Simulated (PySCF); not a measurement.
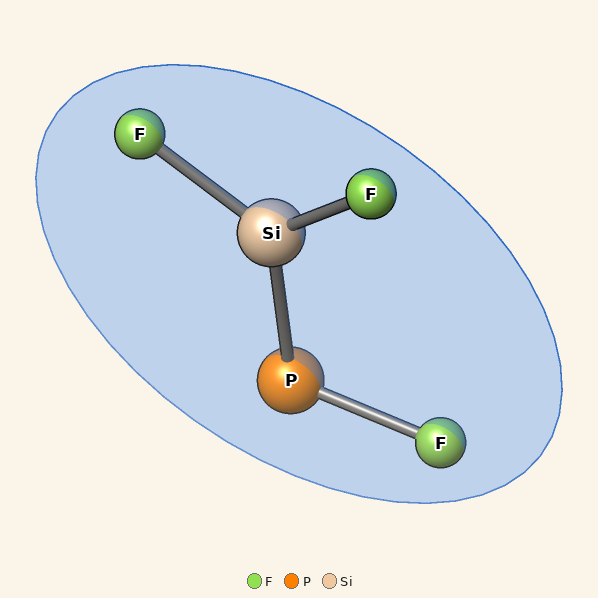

All proper rotation axes (lines) and mirror planes (discs) of the structure are drawn in. Depth is shown by fading: the farther an atom, the more it takes the colour of the background. Computed geometry: PBE0-D3(BJ)/def2-SVP optimisation. No frequency run is at hand to confirm it as a minimum.

Name the symmetry elements and the point group.

It has 1 mirror plane. Point group Cs. The group has 2 operations. The geometry is achiral, and symmetry allows a dipole moment.
